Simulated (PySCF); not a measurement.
# C8H12N2O2: electronic excitations at several levels of theory

Aim: compute the electronic excitations of C8H12N2O2 (`N.O.O=C1Cc2ccccc2N1`) at several levels, and see how far they spread and what each costs.

The runs use PySCF 2.14.0, with density-fitted response routines of our own; the level of theory stands in each step. All values are computed, except where a source is named. Atoms count from 0, in the outputs and in this text.

## Step 1: The molecule as given

24 atoms, charge 0, multiplicity 1; geometry from: GFN2-xTB.

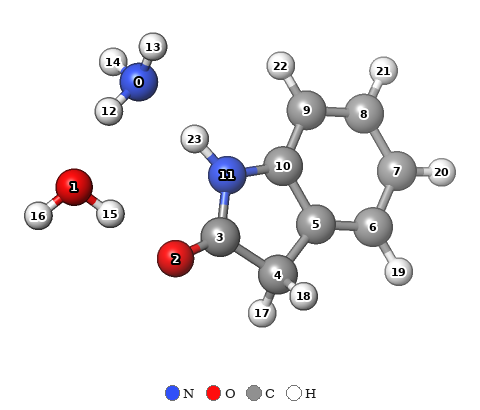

As it starts; nitrogen blue, oxygen red, carbon grey, hydrogen white, atoms numbered.

## Step 2: Optimising the geometry at PBE0-D3(BJ)/def2-SVP

The job: settings as JSON, then the geometry in Å.

```
{"job": {"xc": "PBE0", "basis": "def2-SVP", "d3": "d3bj", "grid": 2, "kind": "geom"}, "charge": 0, "multiplicity": 1}
N      0.221750    -3.114060    -1.107270
O      2.184180    -2.190510    -3.029010
O      1.720730     0.271280    -1.883790
C      0.958110     0.471520    -0.954390
C      0.693020     1.811030    -0.275750
C     -0.319120     1.455840     0.765020
C     -0.973120     2.215850     1.708320
C     -1.879690     1.587220     2.554580
C     -2.121200     0.226770     2.453080
C     -1.467830    -0.550140     1.506670
C     -0.569400     0.081070     0.668360
N      0.196330    -0.465590    -0.347890
H      0.917900    -3.007160    -1.844980
H      0.582930    -3.788130    -0.443380
H     -0.613180    -3.505190    -1.526640
H      2.084710    -1.307720    -2.619220
H      2.453440    -2.027890    -3.934160
H      0.326960     2.538330    -1.002110
H      1.618710     2.206490     0.145780
H     -0.789010     3.276680     1.791220
H     -2.400840     2.167950     3.300610
H     -2.830360    -0.238800     3.121330
H     -1.654000    -1.609350     1.423550
H      0.183170    -1.473910    -0.611710
```

Standard output:

```text
step   0  E = -571.03489177  max force = 0.009191
step   1  E = -571.03675305  max force = 0.007752
step   2  E = -571.03687984  max force = 0.007486
step   3  E = -571.03731871  max force = 0.002584
step   4  E = -571.03740371  max force = 0.001310
step   5  E = -571.03751144  max force = 0.001346
step   6  E = -571.03767956  max force = 0.001380
step   7  E = -571.03776677  max force = 0.002410
step   8  E = -571.03786116  max force = 0.000874
step   9  E = -571.03791074  max force = 0.004077
step  10  E = -571.03799179  max force = 0.001483
step  11  E = -571.03802588  max force = 0.000429
step  12  E = -571.03804735  max force = 0.000410
step  13  E = -571.03805722  max force = 0.000413
optimisation converged
```

It took 3.6 min on 8 threads of Intel Xeon 6975P-C (Granite Rapids), shared host.

Step by step:

```
step  energy from step 0 (eV)  largest force component (eV/Å)
   0                   0.0000                          0.4726
   1                  -0.0506                          0.3986
   2                  -0.0541                          0.3849
   3                  -0.0660                          0.1329
   4                  -0.0684                          0.0674
   5                  -0.0713                          0.0692
   6                  -0.0759                          0.0710
   7                  -0.0782                          0.1239
   8                  -0.0808                          0.0449
   9                  -0.0822                          0.2096
  10                  -0.0844                          0.0763
  11                  -0.0853                          0.0221
  12                  -0.0859                          0.0211
  13                  -0.0861                          0.0212
```

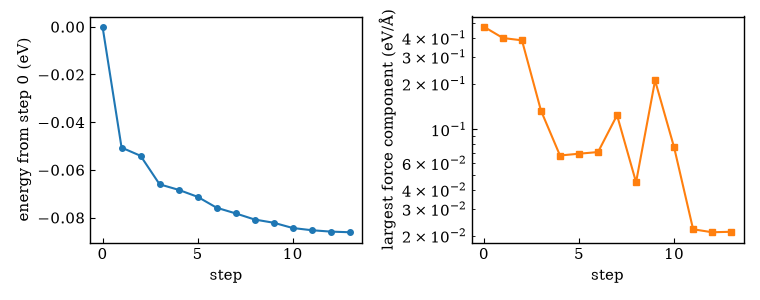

Energy and force, step by step.

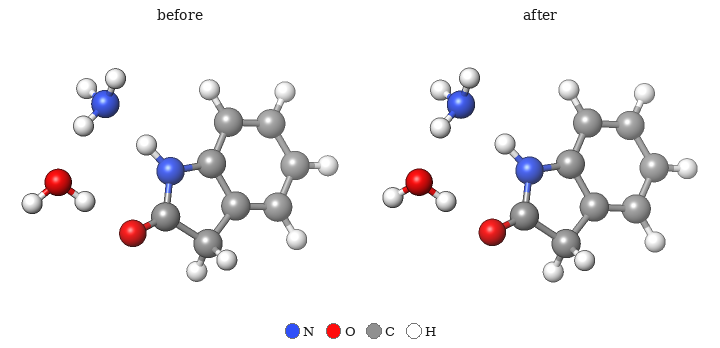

Before and after, at one scale.

Close pairs (by a distance rule), those that changed most:

```
   bond  before (Å)  after (Å)  change (Å)
N11–H23       1.042      1.058      +0.016
 N0–H12       1.020      1.035      +0.015
 C6–H19       1.080      1.093      +0.013
 C9–H22       1.079      1.092      +0.013
 C8–H21       1.080      1.093      +0.013
 C7–H20       1.080      1.092      +0.012
 C4–H17       1.091      1.102      +0.011
 C4–H18       1.091      1.102      +0.011
```

The next job starts from the end point, and lists it.

```
                         at the end point                value
  point group (found at 0.08 Å tolerance)                   C1
rotational constants (GHz, main isotopes)  1.716, 0.502, 0.391
                        dipole moment (D)                 2.30
```

## Step 3: TDDFT and polarisability: CAM-B3LYP/def2-SVPD

The job: settings as JSON, then the geometry in Å.

```
{"job": {"kind": "uv", "xc": "CAM-B3LYP", "basis": "def2-SVPD", "nstates": 12, "ntriplets": 4}, "charge": 0, "multiplicity": 1}
N      0.240690    -3.133895    -1.182412
O      2.317975    -2.201210    -2.934665
O      1.797145     0.240318    -1.826421
C      0.998534     0.449618    -0.926066
C      0.729337     1.802475    -0.274009
C     -0.308703     1.488163     0.758022
C     -0.969589     2.270514     1.690953
C     -1.907539     1.670498     2.540633
C     -2.170035     0.303995     2.445565
C     -1.511589    -0.498586     1.509063
C     -0.583121     0.111201     0.672639
N      0.194913    -0.467623    -0.323647
H      0.974292    -2.989074    -1.897413
H      0.581309    -3.852221    -0.545322
H     -0.574492    -3.523738    -1.653057
H      2.228857    -1.312210    -2.523956
H      2.092536    -2.041425    -3.856790
H      0.393851     2.515135    -1.045022
H      1.670196     2.201135     0.138254
H     -0.762671     3.341199     1.765264
H     -2.434859     2.275138     3.281475
H     -2.903291    -0.151447     3.115675
H     -1.715733    -1.568407     1.435912
H      0.168042    -1.489662    -0.595565
```

Method: TDDFT CAM-B3LYP/def2-SVPD, vertical, gas phase, core orbitals frozen in the response.

Standard output:

```text
coarse grid: 20424 points
cycle   1  E = -571.1074105167  dE =  2.162e+00  |g| = 1.021e+00  |ddm| = 2.170e+01
cycle   2  E = -570.8852095636  dE =  2.222e-01  |g| = 1.533e+00  |ddm| = 4.822e+00
cycle   3  E = -571.3145525676  dE = -4.293e-01  |g| = 1.944e-01  |ddm| = 2.592e+00
cycle   4  E = -571.3211703345  dE = -6.618e-03  |g| = 8.247e-02  |ddm| = 5.879e-01
cycle   5  E = -571.3224427362  dE = -1.272e-03  |g| = 1.670e-02  |ddm| = 1.877e-01
cycle   6  E = -571.3225018275  dE = -5.909e-05  |g| = 4.922e-03  |ddm| = 8.901e-02
cycle   7  E = -571.3225073343  dE = -5.507e-06  |g| = 1.381e-03  |ddm| = 1.512e-02
final grid: 198528 points
cycle   8  E = -571.4311293449  dE = -6.001e-05  |g| = 5.866e-03  |ddm| = 2.444e-01
cycle   9  E = -571.4311259812  dE =  3.364e-06  |g| = 7.533e-03  |ddm| = 3.405e-02
cycle  10  E = -571.4311370475  dE = -1.107e-05  |g| = 1.072e-03  |ddm| = 1.510e-02
cycle  11  E = -571.4311372554  dE = -2.079e-07  |g| = 3.839e-04  |ddm| = 2.931e-03
cycle  12  E = -571.4311372887  dE = -3.325e-08  |g| = 1.024e-04  |ddm| = 1.296e-03
cycle  13  E = -571.4311372917  dE = -2.968e-09  |g| = 3.023e-05  |ddm| = 5.481e-04
cycle  14  E = -571.4311372920  dE = -3.201e-10  |g| = 1.380e-05  |ddm| = 1.634e-04
converged SCF energy = -571.4311372920

Static polarisability (au): isotropic 126.324, principal 76.478 132.942 169.552

Singlet excitations
state   eV       nm        f      main configurations
  1   4.8841    253.9   0.01850   H->L 0.81
  2   5.3306    232.6   0.19989   H->L+1 0.73, H-1->L 0.12, H->L 0.10
  3   5.7392    216.0   0.00062   H-2->L 0.39, H-2->L+1 0.24, H-2->L+5 0.23
  4   6.1302    202.3   0.00006   H->L+2 0.62, H->L+3 0.26
  5   6.3296    195.9   0.05826   H->L+5 0.40, H-1->L+1 0.37, H-1->L 0.13
  6   6.5483    189.3   0.62968   H-1->L 0.69, H->L+1 0.17
  7   6.6823    185.5   0.00738   H->L+4 0.49, H->L+3 0.23, H->L+6 0.13
  8   6.7643    183.3   0.00143   H->L+3 0.43, H->L+4 0.27, H->L+2 0.19
  9   6.9448    178.5   0.32375   H->L+5 0.44, H-1->L+1 0.38
 10   7.1896    172.4   0.00145   H-1->L+3 0.49, H-1->L+2 0.34
 11   7.3110    169.6   0.00653   H->L+7 0.54, H->L+6 0.13, H->L+2 0.10
 12   7.3311    169.1   0.05770   H-2->L+2 0.23, H-3->L+2 0.21, H-2->L 0.19

Triplet excitations (Tamm-Dancoff, eV): 3.7725 4.1635 4.5624 5.1059
```

It took 2.1 min on 8 threads of Intel Xeon 6975P-C (Granite Rapids), shared host.

The orbitals next to the gap, with their largest atomic shares:

```
orbital     eV                        atoms
 HOMO−3  -9.78    N0 53 %, O2 10 %, N11 6 %
 HOMO−2  -9.16     O2 52 %, C4 10 %, C3 9 %
 HOMO−1  -8.56    C9 22 %, C6 21 %, C8 18 %
   HOMO  -7.48  N11 19 %, C7 17 %, C10 14 %
   LUMO   0.51     C5 16 %, C8 15 %, C6 9 %
 LUMO+1   0.80   C6 17 %, C9 16 %, C10 14 %
 LUMO+2   1.10   N0 14 %, O1 14 %, H14 11 %
```

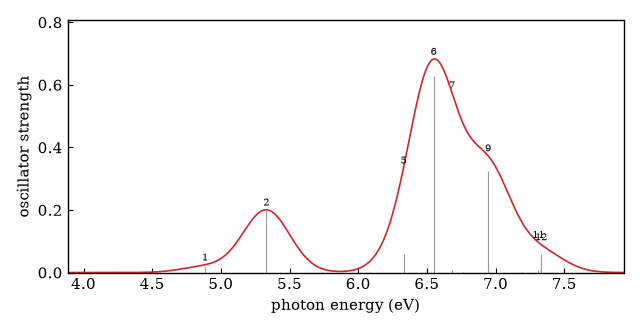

Absorption spectrum from the 12 singlet states computed; above the last one it falls off for lack of states. Lines are broadened to a width of 0.40 eV (Gaussian).

Further results of this job:

```
           property  computed
  dipole moment (D)      2.63
polarisability (Å³)     18.72
 HOMO–LUMO gap (eV)      7.99
      −ε(HOMO) (eV)      7.48
```

## Step 4: Ultraviolet spectrum: PBE0/def2-SVPD

Settings changed since step 3:

```diff
@@ -1,2 +1,2 @@
-{"job": {"kind": "uv", "xc": "CAM-B3LYP", "basis": "def2-SVPD", "nstates": 12, "ntriplets": 4}, "charge": 0, "multiplicity": 1}
+{"job": {"kind": "uv", "xc": "PBE0", "basis": "def2-SVPD", "nstates": 12, "ntriplets": 4}, "charge": 0, "multiplicity": 1}
 N      0.240690    -3.133895    -1.182412
```

Level: TDDFT PBE0/def2-SVPD, vertical, gas phase, core orbitals frozen in the response.

Standard output:

```text
coarse grid: 20424 points
cycle   1  E = -570.7718530036  dE =  1.852e+00  |g| = 1.002e+00  |ddm| = 1.812e+01
cycle   2  E = -570.3280209640  dE =  4.438e-01  |g| = 1.807e+00  |ddm| = 5.406e+00
cycle   3  E = -570.9567498700  dE = -6.287e-01  |g| = 3.048e-01  |ddm| = 3.415e+00
cycle   4  E = -570.9758454541  dE = -1.910e-02  |g| = 8.682e-02  |ddm| = 9.713e-01
cycle   5  E = -570.9771848182  dE = -1.339e-03  |g| = 3.015e-02  |ddm| = 2.272e-01
cycle   6  E = -570.9773919491  dE = -2.071e-04  |g| = 6.829e-03  |ddm| = 1.167e-01
cycle   7  E = -570.9774018851  dE = -9.936e-06  |g| = 2.863e-03  |ddm| = 2.403e-02
final grid: 198528 points
cycle   8  E = -571.0586772781  dE = -3.861e-05  |g| = 1.551e-02  |ddm| = 3.297e-01
cycle   9  E = -571.0585714990  dE =  1.058e-04  |g| = 2.769e-02  |ddm| = 8.860e-02
cycle  10  E = -571.0587270895  dE = -1.556e-04  |g| = 3.000e-03  |ddm| = 4.944e-02
cycle  11  E = -571.0587289547  dE = -1.865e-06  |g| = 5.217e-04  |ddm| = 7.050e-03
cycle  12  E = -571.0587290083  dE = -5.359e-08  |g| = 2.574e-04  |ddm| = 2.387e-03
cycle  13  E = -571.0587290257  dE = -1.736e-08  |g| = 7.262e-05  |ddm| = 1.279e-03
cycle  14  E = -571.0587290269  dE = -1.240e-09  |g| = 2.187e-05  |ddm| = 2.447e-04
cycle  15  E = -571.0587290270  dE = -1.075e-10  |g| = 4.476e-06  |ddm| = 9.593e-05
converged SCF energy = -571.0587290270

Static polarisability (au): isotropic 127.306, principal 76.171 133.673 172.073

Singlet excitations
state   eV       nm        f      main configurations
  1   4.7348    261.9   0.02006   H->L 0.85
  2   5.2011    238.4   0.19085   H->L+1 0.74, H-1->L 0.13, H->L 0.09
  3   5.5690    222.6   0.00058   H-2->L 0.59, H-2->L+1 0.23, H-2->L+3 0.13
  4   5.9035    210.0   0.00003   H->L+2 0.89, H->L+4 0.08
  5   6.1334    202.1   0.00104   H->L+3 0.66, H-1->L+1 0.28
  6   6.2379    198.8   0.45195   H-1->L 0.70, H->L+1 0.15
  7   6.3306    195.8   0.00296   H->L+4 0.89, H->L+2 0.08
  8   6.4011    193.7   0.00048   H-2->L+1 0.63, H-2->L 0.33
  9   6.4397    192.5   0.00147   H->L+5 0.90
 10   6.6706    185.9   0.21764   H-1->L+1 0.46, H->L+3 0.25, H-5->L 0.15
 11   6.8335    181.4   0.00000   H-3->L 0.84
 12   6.9133    179.3   0.00431   H->L+6 0.69, H->L+7 0.16

Triplet excitations (Tamm-Dancoff, eV): 3.6949 4.0623 4.4698 4.9794
```

Wall time 95 s (8 threads of Intel Xeon 6975P-C (Granite Rapids), shared host).

This run: HOMO -6.31 eV, LUMO -0.56 eV; lowest singlet 4.73 eV.

## Step 5: Ultraviolet spectrum: PBE/def2-SVPD

Settings changed since step 4:

```diff
@@ -1,2 +1,2 @@
-{"job": {"kind": "uv", "xc": "PBE0", "basis": "def2-SVPD", "nstates": 12, "ntriplets": 4}, "charge": 0, "multiplicity": 1}
+{"job": {"kind": "uv", "xc": "PBE", "basis": "def2-SVPD", "nstates": 12, "ntriplets": 4}, "charge": 0, "multiplicity": 1}
 N      0.240690    -3.133895    -1.182412
```

Method: TDDFT PBE/def2-SVPD, vertical, gas phase, core orbitals frozen in the response.

Standard output:

```text
coarse grid: 20424 points
cycle   1  E = -570.6229557028  dE =  1.555e+00  |g| = 1.184e+00  |ddm| = 2.277e+01
cycle   2  E = -569.2453192160  dE =  1.378e+00  |g| = 2.778e+00  |ddm| = 8.656e+00
cycle   3  E = -570.8306238847  dE = -1.585e+00  |g| = 6.084e-01  |ddm| = 6.299e+00
cycle   4  E = -570.9113971685  dE = -8.077e-02  |g| = 1.825e-01  |ddm| = 1.973e+00
cycle   5  E = -570.9162656199  dE = -4.868e-03  |g| = 1.020e-01  |ddm| = 5.840e-01
cycle   6  E = -570.9186034669  dE = -2.338e-03  |g| = 2.474e-02  |ddm| = 3.505e-01
cycle   7  E = -570.9187279953  dE = -1.245e-04  |g| = 1.192e-02  |ddm| = 8.226e-02
cycle   8  E = -570.9187661129  dE = -3.812e-05  |g| = 3.090e-03  |ddm| = 4.504e-02
cycle   9  E = -570.9187682228  dE = -2.110e-06  |g| = 1.112e-03  |ddm| = 8.991e-03
final grid: 198528 points
cycle  10  E = -571.0296329893  dE = -3.037e-05  |g| = 2.341e-02  |ddm| = 4.863e-01
cycle  11  E = -571.0289609173  dE =  6.721e-04  |g| = 6.115e-02  |ddm| = 1.971e-01
cycle  12  E = -571.0297320964  dE = -7.712e-04  |g| = 9.496e-03  |ddm| = 1.199e-01
cycle  13  E = -571.0297518443  dE = -1.975e-05  |g| = 1.534e-03  |ddm| = 2.635e-02
cycle  14  E = -571.0297523563  dE = -5.120e-07  |g| = 6.379e-04  |ddm| = 5.379e-03
cycle  15  E = -571.0297524600  dE = -1.037e-07  |g| = 2.217e-04  |ddm| = 3.027e-03
cycle  16  E = -571.0297524725  dE = -1.256e-08  |g| = 3.966e-05  |ddm| = 6.333e-04
cycle  17  E = -571.0297524729  dE = -3.113e-10  |g| = 1.659e-05  |ddm| = 1.562e-04
converged SCF energy = -571.0297524729

Static polarisability (au): isotropic 133.106, principal 78.164 139.270 181.884

Singlet excitations
state   eV       nm        f      main configurations
  1   4.2999    288.3   0.01707   H->L 0.82
  2   4.7171    262.8   0.00092   H-1->L 0.98
  3   4.7811    259.3   0.15631   H->L+1 0.65, H-2->L 0.16, H->L 0.12
  4   5.0071    247.6   0.00011   H-1->L+1 0.98
  5   5.0668    244.7   0.00016   H->L+2 0.60, H->L+3 0.40
  6   5.3105    233.5   0.00013   H-3->L 1.00
  7   5.4417    227.8   0.20181   H-2->L 0.48, H->L+1 0.16, H-2->L+1 0.12
  8   5.4943    225.7   0.00542   H-4->L 0.91
  9   5.5332    224.1   0.00860   H->L+3 0.42, H->L+2 0.27, H-5->L 0.08
 10   5.6003    221.4   0.00015   H-3->L+1 0.99
 11   5.6270    220.3   0.00133   H->L+4 0.99
 12   5.7270    216.5   0.00045   H->L+5 0.99

Triplet excitations (Tamm-Dancoff, eV): 3.5483 3.8556 4.3474 4.5762
```

It took 55 s on 8 threads of Intel Xeon 6975P-C (Granite Rapids), shared host.

This run: HOMO -5.34 eV, LUMO -1.46 eV; lowest singlet 4.30 eV.

## Step 6: Ultraviolet spectrum: B3LYP/def2-SVPD

Settings changed since step 5:

```diff
@@ -1,2 +1,2 @@
-{"job": {"kind": "uv", "xc": "PBE", "basis": "def2-SVPD", "nstates": 12, "ntriplets": 4}, "charge": 0, "multiplicity": 1}
+{"job": {"kind": "uv", "xc": "B3LYP", "basis": "def2-SVPD", "nstates": 12, "ntriplets": 4}, "charge": 0, "multiplicity": 1}
 N      0.240690    -3.133895    -1.182412
```

With the program's defaults for keys left out, this is: TDDFT B3LYP/def2-SVPD, vertical, gas phase, core orbitals frozen in the response.

Standard output:

```text
coarse grid: 20424 points
cycle   1  E = -571.3635909956  dE =  1.802e+00  |g| = 1.092e+00  |ddm| = 2.320e+01
cycle   2  E = -570.7197810397  dE =  6.438e-01  |g| = 2.098e+00  |ddm| = 6.748e+00
cycle   3  E = -571.5761564311  dE = -8.564e-01  |g| = 3.685e-01  |ddm| = 3.680e+00
cycle   4  E = -571.6042741772  dE = -2.812e-02  |g| = 1.095e-01  |ddm| = 1.185e+00
cycle   5  E = -571.6063382338  dE = -2.064e-03  |g| = 4.190e-02  |ddm| = 2.821e-01
cycle   6  E = -571.6067358391  dE = -3.976e-04  |g| = 8.846e-03  |ddm| = 1.688e-01
cycle   7  E = -571.6067518450  dE = -1.601e-05  |g| = 3.872e-03  |ddm| = 3.022e-02
cycle   8  E = -571.6067556103  dE = -3.765e-06  |g| = 8.090e-04  |ddm| = 1.411e-02
final grid: 198528 points
cycle   9  E = -571.7111071688  dE = -7.279e-05  |g| = 8.386e-03  |ddm| = 4.132e-01
cycle  10  E = -571.7110747319  dE =  3.244e-05  |g| = 1.497e-02  |ddm| = 6.595e-02
cycle  11  E = -571.7111219811  dE = -4.725e-05  |g| = 2.712e-03  |ddm| = 3.705e-02
cycle  12  E = -571.7111235114  dE = -1.530e-06  |g| = 3.324e-04  |ddm| = 6.685e-03
cycle  13  E = -571.7111235290  dE = -1.762e-08  |g| = 1.852e-04  |ddm| = 1.291e-03
cycle  14  E = -571.7111235372  dE = -8.170e-09  |g| = 4.978e-05  |ddm| = 8.524e-04
cycle  15  E = -571.7111235377  dE = -5.273e-10  |g| = 2.122e-05  |ddm| = 2.203e-04
converged SCF energy = -571.7111235377

Static polarisability (au): isotropic 128.834, principal 77.007 135.267 174.229

Singlet excitations
state   eV       nm        f      main configurations
  1   4.6211    268.3   0.02039   H->L 0.86
  2   5.0832    243.9   0.17763   H->L+1 0.73, H-1->L 0.14, H->L 0.09
  3   5.4477    227.6   0.00056   H-2->L 0.68, H-2->L+1 0.19, H-2->L+3 0.09
  4   5.5835    222.1   0.00004   H->L+2 0.93
  5   5.9680    207.7   0.00057   H->L+3 0.68, H-1->L+1 0.24
  6   6.0061    206.4   0.00326   H->L+4 0.91
  7   6.0466    205.0   0.38183   H-1->L 0.68, H->L+1 0.14
  8   6.1465    201.7   0.00178   H-2->L+1 0.42, H->L+5 0.38, H-2->L 0.15
  9   6.1489    201.6   0.00091   H->L+5 0.54, H-2->L+1 0.29, H-2->L 0.11
 10   6.5106    190.4   0.18455   H-1->L+1 0.45, H->L+3 0.18, H-5->L 0.17
 11   6.5407    189.6   0.00068   H-3->L 0.89
 12   6.5631    188.9   0.01410   H->L+6 0.77

Triplet excitations (Tamm-Dancoff, eV): 3.6937 4.0334 4.4530 4.9151
```

Run time: 96 s. Hardware: 8 threads of Intel Xeon 6975P-C (Granite Rapids), shared host.

Key values: HOMO -6.11 eV, LUMO -0.77 eV; lowest singlet 4.62 eV.

## Step 7: Side by side: electronic excitations

Excitations and ground-state properties, with basis size and wall time:

```
                run  lowest singlet (eV)  brightest (eV)      f  gap (eV)  α (Å³)  μ (D)  functions     time
CAM-B3LYP/def2-SVPD                 4.88            6.55  0.630      7.99   18.72   2.63        342  2.1 min
     PBE0/def2-SVPD                 4.73            6.24  0.452      5.74   18.86   2.53        342     95 s
      PBE/def2-SVPD                 4.30            5.44  0.202      3.88   19.72   2.42        342     55 s
    B3LYP/def2-SVPD                 4.62            6.05  0.382      5.34   19.09   2.56        342     96 s
```

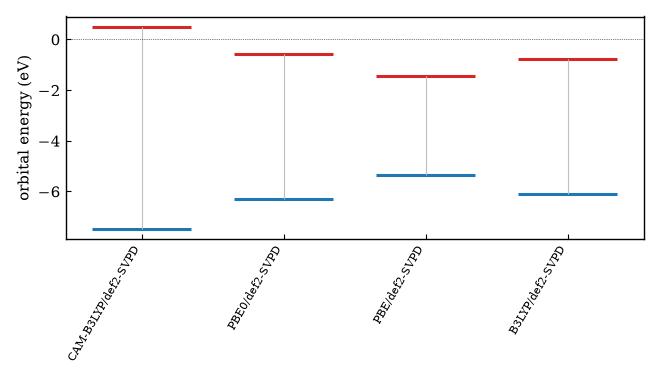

HOMO (blue) and LUMO (red) run by run.

## Step 8: Results

```
                                quantity                        value
                             point group                           C1
    rotational constants (main isotopes)         1.72, 0.50, 0.39 GHz
    lowest singlet (CAM-B3LYP/def2-SVPD)  4.88 eV (254 nm), f = 0.018
brightest single state of those computed  state 6, 6.55 eV, f = 0.630
                          lowest triplet                      3.77 eV
             range of the lowest singlet              4.30 to 4.88 eV
```

What this shows: Single values in the summary come from the first sound run of each kind (CAM-B3LYP/def2-SVPD), which need not be the best level. Over 13 steps the energy fell by 0.086 eV; of the close pairs, N11–H23 changed most, 1.042 to 1.058 Å. The first singlet state (HOMO→LUMO 0.81) lies at 4.88 eV and is weak; of the 12 states computed, the strongest absorption comes from state 6 at 6.55 eV. The lowest triplet lies 1.11 eV below the lowest singlet (triplets in Tamm-Dancoff, singlets in full TDDFT). The lowest singlet runs from 4.30 eV (PBE/def2-SVPD) to 4.88 eV (CAM-B3LYP/def2-SVPD), while the orbital gap spans 3.88 to 7.99 eV: the excitation energy moves far less from run to run than the orbital gap does. The lowest state need not be the same one in every run.
